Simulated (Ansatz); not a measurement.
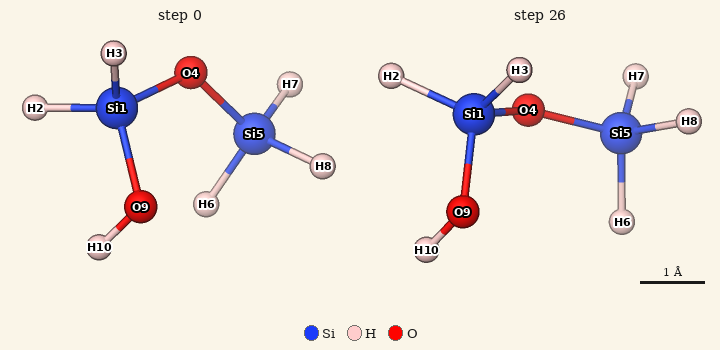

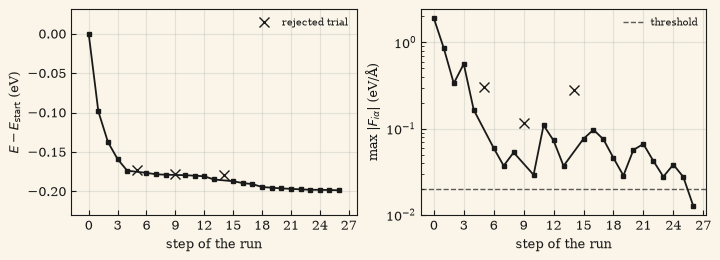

First and last geometry of a relaxation of Si2H6O2, with the history of the run. Style: ball-and-stick. Shown from a free direction.

The run prepares the start of a later molecular dynamics calculation, from a guessed geometry.

Computed with RKS B3LYP-D4/def2-mTZVP (Ansatz 0.2.0). (no spin polarisation; force threshold 0.02 eV/Å; at most 40 steps)

Question: What do the curves and the structures tell?

Answer: It converged. H6 moves most after the best rigid fit: 0.93 Å. Largest moves by element: H 0.93 Å, O 0.77 Å, Si 0.12 Å. Among the contacts that change: O9–H10 1.010 → 0.964 Å, Si1–O4 1.679 → 1.643 Å, O4–Si5 1.680 → 1.651 Å, Si1–H2 1.460 → 1.478 Å. Among the angles between lasting bonds that change: Si1–O4–Si5 125.0° → 142.7°, Si1–O9–H10 109.5° → 118.7°, H3–Si1–O9 109.5° → 104.5°. Groups turn about Si1–O4 by about 85°, O4–Si5 by about 45°, Si1–O9 by about 40°. After 23 accepted moves (26 points after the start) the energy has fallen by 0.199 eV. The largest force component goes from 1.9 to 0.013 eV/Å. The line search rejected the trial steps at points 5, 9, 14 of the run. The run took 73 s on 2 threads of Arm Neoverse V2, with other jobs on the host, peak memory 0.23 GiB.
